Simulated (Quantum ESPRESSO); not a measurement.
# Collinear magnetic orders of MnSi15 (Si32 Mn2 d3p84) with Quantum ESPRESSO

Does MnSi15 (Si32 Mn2 d3p84) prefer parallel or opposed moments?

Method: PBE; plane waves with GBRV 1.5 PBE potentials, no spin-orbit coupling, in Quantum ESPRESSO 7.5.

## 1. Starting point

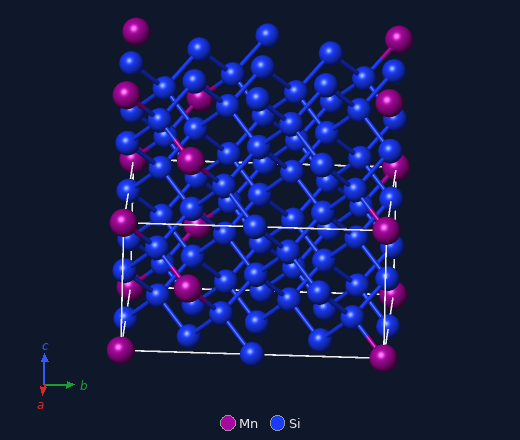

Start, viewed slightly off an axis; manganese purple, silicon blue. 1×1×2 cells are drawn. Bonds to atoms that aren't drawn are left out. Some periodic images of atoms are drawn too.

The cell was typed by rule, not taken from a database of measured structures.

## 2. Run 1, typed as ferro ++

The signs are those of the starting moments on the seeded atoms, the atoms that are given a moment.

Input file pw.in:

```
&CONTROL
  calculation = 'scf'
  prefix = 'pwscf'
  outdir = './tmp'
  pseudo_dir = './pseudo'
  disk_io = 'nowf'
/
&SYSTEM
  ibrav = 0
  celldm(1) = 8
  nat = 32
  ntyp = 2
  ecutwfc = 40
  ecutrho = 280
  nbnd = 107
  occupations = 'smearing'
  smearing = 'fd'
  degauss = 0.00367493
  nspin = 2
  starting_magnetization(1) = 0.3
  starting_magnetization(2) = 0
/
&ELECTRONS
  conv_thr = 6.4d-08
  electron_maxstep = 150
  mixing_beta = 0.3
/
ATOMIC_SPECIES
Mn     54.9380 mn_pbe_v1.5.uspp.F.UPF
Si     28.0850 si_pbe_v1.uspp.F.UPF
CELL_PARAMETERS alat
   2.5657756457106    0.0000000000000    0.0000000000000
   0.0000000000000    2.5657756457106    0.0000000000000
   0.0000000000000    0.0000000000000    1.2828878228553
ATOMIC_POSITIONS crystal
Mn      0.0000000000    0.0000000000    0.0000000000
Si      0.1250000000    0.1250000000    0.2500000000
Mn      0.0000000000    0.2500000000    0.5000000000
Si      0.1250000000    0.3750000000    0.7500000000
Si      0.2500000000    0.0000000000    0.5000000000
Si      0.3750000000    0.1250000000    0.7500000000
Si      0.2500000000    0.2500000000    0.0000000000
Si      0.3750000000    0.3750000000    0.2500000000
Si      0.0000000000    0.5000000000    0.0000000000
Si      0.1250000000    0.6250000000    0.2500000000
Si      0.0000000000    0.7500000000    0.5000000000
Si      0.1250000000    0.8750000000    0.7500000000
Si      0.2500000000    0.5000000000    0.5000000000
Si      0.3750000000    0.6250000000    0.7500000000
Si      0.2500000000    0.7500000000    0.0000000000
Si      0.3750000000    0.8750000000    0.2500000000
Si      0.5000000000    0.0000000000    0.0000000000
Si      0.6250000000    0.1250000000    0.2500000000
Si      0.5000000000    0.2500000000    0.5000000000
Si      0.6250000000    0.3750000000    0.7500000000
Si      0.7500000000    0.0000000000    0.5000000000
Si      0.8750000000    0.1250000000    0.7500000000
Si      0.7500000000    0.2500000000    0.0000000000
Si      0.8750000000    0.3750000000    0.2500000000
Si      0.5000000000    0.5000000000    0.0000000000
Si      0.6250000000    0.6250000000    0.2500000000
Si      0.5000000000    0.7500000000    0.5000000000
Si      0.6250000000    0.8750000000    0.7500000000
Si      0.7500000000    0.5000000000    0.5000000000
Si      0.8750000000    0.6250000000    0.7500000000
Si      0.7500000000    0.7500000000    0.0000000000
Si      0.8750000000    0.8750000000    0.2500000000
K_POINTS automatic
3 3 5 0 0 0
```

Command:

```sh
OMP_NUM_THREADS=1 mpirun -n 4 pw.x -nk 4 -in pw.in > pw.out
```

Log:

```text
Program PWSCF v.7.5 starts

     Message from routine setup:
     using ibrav=0 with symmetry is DISCOURAGED, use correct ibrav instead

     K-points division:     npool     =       4
     Subspace diagonalization in iterative solution of the eigenvalue problem:

     G-vector sticks info
     --------------------
     sticks:   dense  smooth     PW     G-vecs:    dense   smooth      PW
     Sum        9393    5377   1473               342127   147905   21125

     Using Slab Decomposition

     bravais-lattice index     =            0
     lattice parameter (alat)  =       8.0000  a.u.
     unit-cell volume          =    4324.1027 (a.u.)^3
     number of atoms/cell      =           32
     number of atomic types    =            2
     number of electrons       =       150.00
     number of Kohn-Sham states=          107
     kinetic-energy cutoff     =      40.0000  Ry
     charge density cutoff     =     280.0000  Ry
     scf convergence threshold =      6.4E-08
     mixing beta               =       0.3000
     number of iterations used =            8  plain     mixing
     Exchange-correlation= SLA  PW   PBE  PBE
                           (   1   4   3   4   0   0   0)

     celldm(1)=   8.000000  celldm(2)=   0.000000  celldm(3)=   0.000000
     celldm(4)=   0.000000  celldm(5)=   0.000000  celldm(6)=   0.000000

     crystal axes: (cart. coord. in units of alat)
               a(1) = (   2.565776   0.000000   0.000000 )
               a(2) = (   0.000000   2.565776   0.000000 )
               a(3) = (   0.000000   0.000000   1.282888 )

     reciprocal axes: (cart. coord. in units 2 pi/alat)
               b(1) = (  0.389746  0.000000  0.000000 )
               b(2) = (  0.000000  0.389746  0.000000 )
               b(3) = (  0.000000  0.000000  0.779491 )

     PseudoPot. # 1 for Mn read from file:
     mn_pbe_v1.5.uspp.F.UPF
     Pseudo is Ultrasoft + core correction, Zval = 15.0
     Generated by new atomic code, or converted to UPF format
     Using radial grid of  859 points,  6 beta functions with:
                l(1) =   0
                l(2) =   0
                l(3) =   1
                l(4) =   1
                l(5) =   2
                l(6) =   2
     Q(r) pseudized with  8 coefficients,  rinner =    0.950   0.950   0.950
                                                       0.950   0.950

     PseudoPot. # 2 for Si read from file:
     si_pbe_v1.uspp.F.UPF
     Pseudo is Ultrasoft + core correction, Zval =  4.0
     Generated by new atomic code, or converted to UPF format
     Using radial grid of  899 points,  6 beta functions with:
                l(1) =   0
                l(2) =   0
                l(3) =   1
                l(4) =   1
                l(5) =   2
                l(6) =   2
     Q(r) pseudized with  8 coefficients,  rinner =    0.900   0.900   0.900
                                                       0.900   0.900

     atomic species   valence    mass     pseudopotential
     Mn               15.00    54.93800     Mn( 1.00)
     Si                4.00    28.08500     Si( 1.00)

     Starting magnetic structure
     atomic species   magnetization
     Mn              0.300
     Si              0.000

      4 Sym. Ops. (no inversion) found ( 2 have fractional translation)

   Cartesian axes

     site n.     atom                  positions (alat units)
         1        Mn     tau(   1) = (   0.0000000   0.0000000   0.0000000  )
         2        Si     tau(   2) = (   0.3207220   0.3207220   0.3207220  )
         3        Mn     tau(   3) = (   0.0000000   0.6414439   0.6414439  )
         4        Si     tau(   4) = (   0.3207220   0.9621659   0.9621659  )
         5        Si     tau(   5) = (   0.6414439   0.0000000   0.6414439  )
         6        Si     tau(   6) = (   0.9621659   0.3207220   0.9621659  )
         7        Si     tau(   7) = (   0.6414439   0.6414439   0.0000000  )
         8        Si     tau(   8) = (   0.9621659   0.9621659   0.3207220  )
         9        Si     tau(   9) = (   0.0000000   1.2828878   0.0000000  )
        10        Si     tau(  10) = (   0.3207220   1.6036098   0.3207220  )
        11        Si     tau(  11) = (   0.0000000   1.9243317   0.6414439  )
        12        Si     tau(  12) = (   0.3207220   2.2450537   0.9621659  )
        13        Si     tau(  13) = (   0.6414439   1.2828878   0.6414439  )
        14        Si     tau(  14) = (   0.9621659   1.6036098   0.9621659  )
        15        Si     tau(  15) = (   0.6414439   1.9243317   0.0000000  )
        16        Si     tau(  16) = (   0.9621659   2.2450537   0.3207220  )
        17        Si     tau(  17) = (   1.2828878   0.0000000   0.0000000  )
        18        Si     tau(  18) = (   1.6036098   0.3207220   0.3207220  )
        19        Si     tau(  19) = (   1.2828878   0.6414439   0.6414439  )
        20        Si     tau(  20) = (   1.6036098   0.9621659   0.9621659  )
        21        Si     tau(  21) = (   1.9243317   0.0000000   0.6414439  )
        22        Si     tau(  22) = (   2.2450537   0.3207220   0.9621659  )
        23        Si     tau(  23) = (   1.9243317   0.6414439   0.0000000  )
        24        Si     tau(  24) = (   2.2450537   0.9621659   0.3207220  )
        25        Si     tau(  25) = (   1.2828878   1.2828878   0.0000000  )
        26        Si     tau(  26) = (   1.6036098   1.6036098   0.3207220  )
        27        Si     tau(  27) = (   1.2828878   1.9243317   0.6414439  )
        28        Si     tau(  28) = (   1.6036098   2.2450537   0.9621659  )
        29        Si     tau(  29) = (   1.9243317   1.2828878   0.6414439  )
        30        Si     tau(  30) = (   2.2450537   1.6036098   0.9621659  )
        31        Si     tau(  31) = (   1.9243317   1.9243317   0.0000000  )
        32        Si     tau(  32) = (   2.2450537   2.2450537   0.3207220  )

     number of k points=    12  Fermi-Dirac smearing, width (Ry)=  0.0037
                       cart. coord. in units 2pi/alat
        k(    1) = (   0.0000000   0.0000000   0.0000000), wk =   0.0222222
        k(    2) = (   0.0000000   0.0000000   0.1558983), wk =   0.0444444
        k(    3) = (   0.0000000   0.0000000   0.3117966), wk =   0.0444444
        k(    4) = (   0.0000000   0.1299152   0.0000000), wk =   0.0444444
        k(    5) = (   0.0000000   0.1299152   0.1558983), wk =   0.0888889
        [... 7 further k-points ...]

     Dense  grid:   342127 G-vectors     FFT dimensions: ( 120, 120,  60)

     Smooth grid:   147905 G-vectors     FFT dimensions: (  90,  96,  48)

     Check: negative core charge=   -0.000006
     Generating pointlists ...
     new r_m :   0.2291 (alat units)  1.8332 (a.u.) for type    1
     new r_m :   0.2291 (alat units)  1.8332 (a.u.) for type    2

     Initial potential from superposition of free atoms

     starting charge     148.9797, renormalised to     150.0000
     Starting wfcs are  146 randomized atomic wfcs

     Self-consistent Calculation

     iteration #  1     ecut=    40.00 Ry     beta= 0.30
     Davidson diagonalization with overlap
     ethr =  1.00E-02,  avg # of iterations =  3.1

     total energy              =    -704.19987127 Ry
     estimated scf accuracy    <      13.79679231 Ry

     total magnetization       =     4.47 Bohr mag/cell
     absolute magnetization    =     5.08 Bohr mag/cell

     iteration #  2     ecut=    40.00 Ry     beta= 0.30
     Davidson diagonalization with overlap
     ethr =  9.20E-03,  avg # of iterations =  3.8

     total energy              =    -702.13323073 Ry
     estimated scf accuracy    <     167.92800505 Ry

     total magnetization       =     0.42 Bohr mag/cell
     absolute magnetization    =     0.52 Bohr mag/cell

     iteration #  3     ecut=    40.00 Ry     beta= 0.30
     Davidson diagonalization with overlap
     ethr =  9.20E-03,  avg # of iterations =  5.6

     total energy              =    -709.83054043 Ry
     estimated scf accuracy    <       3.79338523 Ry

     total magnetization       =     5.98 Bohr mag/cell
     absolute magnetization    =     7.47 Bohr mag/cell

     [... further iterations left out ...]

     iteration # 13     ecut=    40.00 Ry     beta= 0.30
     Davidson diagonalization with overlap
     ethr =  1.11E-08,  avg # of iterations =  2.0

     total energy              =    -710.01882695 Ry
     estimated scf accuracy    <       0.00000137 Ry

     total magnetization       =     5.99 Bohr mag/cell
     absolute magnetization    =     7.55 Bohr mag/cell

     iteration # 14     ecut=    40.00 Ry     beta= 0.30
     Davidson diagonalization with overlap
     ethr =  9.14E-10,  avg # of iterations =  4.9

     total energy              =    -710.01882847 Ry
     estimated scf accuracy    <       0.00000027 Ry

     total magnetization       =     5.99 Bohr mag/cell
     absolute magnetization    =     7.55 Bohr mag/cell

     iteration # 15     ecut=    40.00 Ry     beta= 0.30
     Davidson diagonalization with overlap
     ethr =  1.78E-10,  avg # of iterations =  3.8

     total energy              =    -710.01882873 Ry
     estimated scf accuracy    <       0.00000007 Ry

     total magnetization       =     5.99 Bohr mag/cell
     absolute magnetization    =     7.55 Bohr mag/cell

     iteration # 16     ecut=    40.00 Ry     beta= 0.30
     Davidson diagonalization with overlap
     ethr =  4.85E-11,  avg # of iterations =  3.0

     Magnetic moment per site  (integrated on atomic sphere of radius R)
     atom   1 (R=0.229)  charge= 12.9833  magn=  2.8311
     atom   2 (R=0.229)  charge=  1.8401  magn= -0.1087
     atom   3 (R=0.229)  charge= 12.9833  magn=  2.8311
     atom   4 (R=0.229)  charge=  1.8338  magn= -0.0491
     atom   5 (R=0.229)  charge=  1.8152  magn=  0.0167
     atom   6 (R=0.229)  charge=  1.8219  magn= -0.0085
     atom   7 (R=0.229)  charge=  1.8152  magn=  0.0167
     atom   8 (R=0.229)  charge=  1.8230  magn= -0.0031
     atom   9 (R=0.229)  charge=  1.8175  magn=  0.0075
     atom  10 (R=0.229)  charge=  1.8229  magn= -0.0013
     atom  11 (R=0.229)  charge=  1.8175  magn=  0.0075
     atom  12 (R=0.229)  charge=  1.8338  magn= -0.0491
     atom  13 (R=0.229)  charge=  1.8209  magn=  0.0031
     atom  14 (R=0.229)  charge=  1.8223  magn= -0.0029
     atom  15 (R=0.229)  charge=  1.8209  magn=  0.0031
     atom  16 (R=0.229)  charge=  1.8230  magn= -0.0031
     atom  17 (R=0.229)  charge=  1.8241  magn= -0.0041
     atom  18 (R=0.229)  charge=  1.8219  magn= -0.0085
     atom  19 (R=0.229)  charge=  1.8241  magn= -0.0041
     atom  20 (R=0.229)  charge=  1.8230  magn= -0.0031
     atom  21 (R=0.229)  charge=  1.8152  magn=  0.0167
     atom  22 (R=0.229)  charge=  1.8401  magn= -0.1087
     atom  23 (R=0.229)  charge=  1.8152  magn=  0.0167
     atom  24 (R=0.229)  charge=  1.8338  magn= -0.0491
     atom  25 (R=0.229)  charge=  1.8247  magn= -0.0023
     atom  26 (R=0.229)  charge=  1.8223  magn= -0.0029
     atom  27 (R=0.229)  charge=  1.8247  magn= -0.0023
     atom  28 (R=0.229)  charge=  1.8230  magn= -0.0031
     atom  29 (R=0.229)  charge=  1.8209  magn=  0.0031
     atom  30 (R=0.229)  charge=  1.8229  magn= -0.0013
     atom  31 (R=0.229)  charge=  1.8209  magn=  0.0031
     atom  32 (R=0.229)  charge=  1.8338  magn= -0.0491

     End of self-consistent calculation

     [... lines left out ...]
     the Fermi energy is     6.3084 ev

!    total energy              =    -710.01882888 Ry
     estimated scf accuracy    <       0.00000002 Ry
     smearing contrib. (-TS)   =      -0.00269140 Ry
     internal energy E=F+TS    =    -710.01613748 Ry

     The total energy is F=E-TS. E is the sum of the following terms:
     one-electron contribution =    -395.15160464 Ry
     hartree contribution      =     257.46317849 Ry
     xc contribution           =    -182.27996124 Ry
     ewald contribution        =    -390.04775009 Ry

     total magnetization       =     5.99 Bohr mag/cell
     absolute magnetization    =     7.55 Bohr mag/cell

     convergence has been achieved in  16 iterations

=------------------------------------------------------------------------------=
   JOB DONE.
=------------------------------------------------------------------------------=
```

Run time: 14 min. Hardware: 4 MPI ranks of Intel Xeon at 2.70GHz, shared host; peak memory 3.5 GiB.

Spin moment in the atom's sphere by element, in μB:

```
element  atoms   mean  spread (r.m.s.)  least  largest
     Mn      2   2.83             0.00   2.83     2.83
     Si     30  -0.01             0.03  -0.11     0.02
```

The atoms farthest from the mean of their element:

```
atom       x, y, z (Å)  spin moment in the atom's sphere (μB)
 Si2  1.36, 1.36, 1.36                                  -0.11
Si22  9.50, 1.36, 4.07                                  -0.11
Si32  9.50, 9.50, 1.36                                  -0.05
Si24  9.50, 4.07, 1.36                                  -0.05
Si12  1.36, 9.50, 4.07                                  -0.05
 Si4  1.36, 4.07, 4.07                                  -0.05
Si23  8.15, 2.72, 0.00                                   0.02
 Si7  2.72, 2.72, 0.00                                   0.02
```

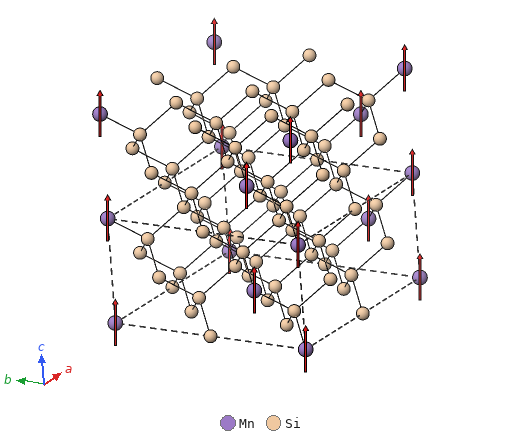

Spin moment in the atom's sphere as arrows, the longest 2.83 μB. Up and down stand for the sign. Arrows give size and sign along the axis of quantisation, drawn up and down the page. Bonds to atoms that aren't drawn are left out. 1×1×2 cells are drawn. Some periodic images of atoms are drawn too.

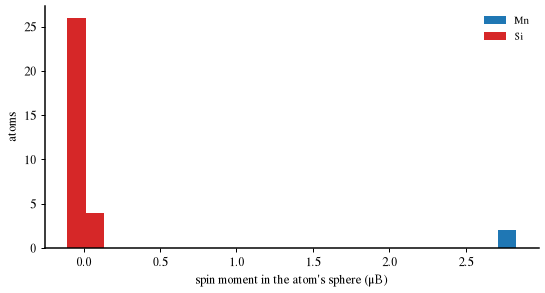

Spin moment in the atom's sphere as a stacked histogram.

Read from the output:

| Quantity | Value |
| --- | --- |
| smearing term TS | 0.03662 eV |
| magnetization | 5.992 μB |
| absolute magnetization | 7.55 μB |
| final state | ferromagnetic |

(Part 1 of 2 ends here.)

[Logs and program files are shortened in this print: banners, set-up blocks, solver, clock and traceback lines can be left out without a mark of their own.]

[Logs are printed without paths, hosts, clocks, repeated set-up lines and the standing remarks that a program may print on its own settings, such as how far it seeks lower states.]

[Hosts, paths, dates, database ids (printed as entryN), source tags and the programs' standing remarks are cut or masked in the printed files.]

[Where a cell is said to come from a database of computed structures, the database is the Materials Project.]
